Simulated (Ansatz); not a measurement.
**Pressure series in hypothetical zinc blende PbS**

Take PbS in the zinc blende structure (space group F-43m, No. 216; a = 6.5430 Å; a hypothetical phase, not in the database extracts checked) as the base.

Cell and atoms are relaxed at each pressure.

Computed with PBEsol in Ansatz (plane waves to 420 eV, PAW, spin-orbit coupling left out).

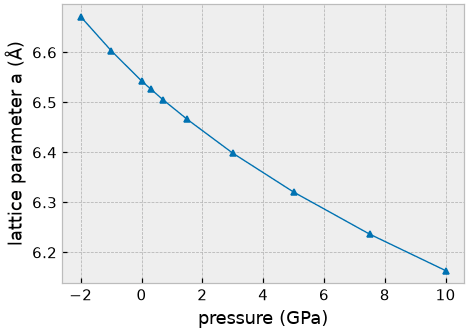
Figure. Lattice parameter a against pressure

Q: From the plot, what is the lattice parameter a for pressure 5 GPa?

A: About 6.32 Å.

Q: Is the trend monotonic over the range shown?

A: Yes, it falls throughout, spanning 6.164 Å to 6.671 Å.

Load acts through the strain it causes; cell and atoms are relaxed under it. No phonon test of stability was made. No other phases were tried under pressure. All final runs are without spin polarisation.

Ansatz is a quantum-chemistry and plane-wave program.
